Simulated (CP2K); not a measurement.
Consider methyl acrylate at its PBE geometry (Å).

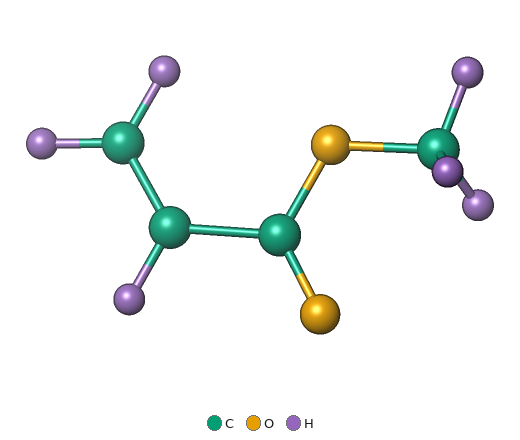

The molecule (carbon teal, oxygen orange, hydrogen purple).

```xyz
12

C     2.1068    0.1862   -0.0872
O     0.6746    0.3724   -0.2004
C    -0.0776   -0.6298    0.3444
O     0.4057   -1.6164    0.8854
C    -1.5367   -0.4041    0.2181
C    -2.1082    0.6498   -0.3779
H     2.4037    0.1399    0.9683
H     2.4146   -0.7414   -0.5858
H     2.5507    1.0578   -0.5769
H    -2.1323   -1.1990    0.6667
H    -1.5085    1.4409   -0.8265
H    -3.1927    0.7437   -0.4281
```

Method: CP2K XAS_TDP, all-electron GAPW, PBEh(45%), aug-cc-pVDZ, TDA, GW2X-corrected core level, no relativity.

Question: Predict the bright core excitations at the C K edge.

Leading lines: C1 291.64 eV, C3 289.84 eV, C5 286.87 eV and C6 286.51 eV. The leading line of an atom is its first one with 35 % of the strongest within 2.5 eV of its lowest line over the strength cut. Core ionisation energies at this level: C3 296.33, C5 292.72, C1 294.12 and C6 292.88 eV.

The first six lines of each atom with a strength over 0.0015:

```
                    atom  energy (eV)  states  strength, one atom  above the computed threshold
C1 (bonded to O and 3 H)       291.64       1              0.0417                              
                               292.82       1              0.0240                              
                               292.93       1              0.0236                              
                               293.51       1              0.0046                              
                               293.92       1              0.0031                              
                               294.24       1              0.0081                           yes
C3 (bonded to C and 2 O)       289.84       1              0.0624                              
                               294.40       1              0.0179                              
                               294.73       1              0.0031                              
                               295.33       1              0.0023                              
                               295.81       1              0.0032                              
                               296.63       1              0.0051                           yes
C5 (bonded to 2 C and H)       286.87       1              0.0376                              
                               290.86       1              0.0102                              
                               291.06       1              0.0188                              
                               291.57       1              0.0054                              
                               292.39       2              0.0030                              
                               292.65       1              0.0031                              
C6 (bonded to C and 2 H)       286.51       1              0.0525                              
                               290.85       1              0.0073                              
                               291.40       1              0.0168                              
                               292.40       1              0.0049                              
                               292.49       1              0.0035                              
                               292.74       1              0.0025
```

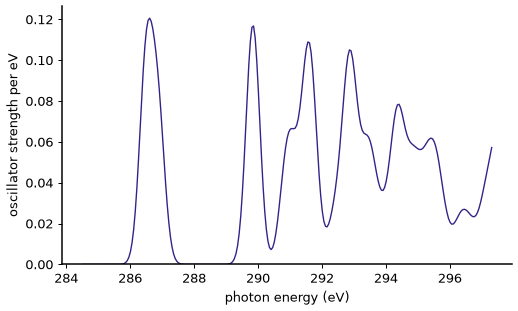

All atoms added, broadened by 0.5 eV.

Lines are vertical, at one geometry, with no vibrational structure. GW2X ionisation energies and lines can be off by 1 to 2 eV either way, and a good line position may hide errors that cancel. These values hold no scalar relativity, about 0.1 eV for C 1s. Rydberg lines, and the discretised continuum above threshold, depend on the basis and the box.

[Banner, clock and machine lines of the logs are left out without a mark of their own.]

[Logs are printed without paths, hosts, clocks, repeated set-up lines and the standing remarks that a program may print on its own settings, such as how far it seeks lower states.]

[Hosts, paths, dates, database ids (printed as entryN), source tags and the programs' standing remarks are cut or masked in the printed files.]
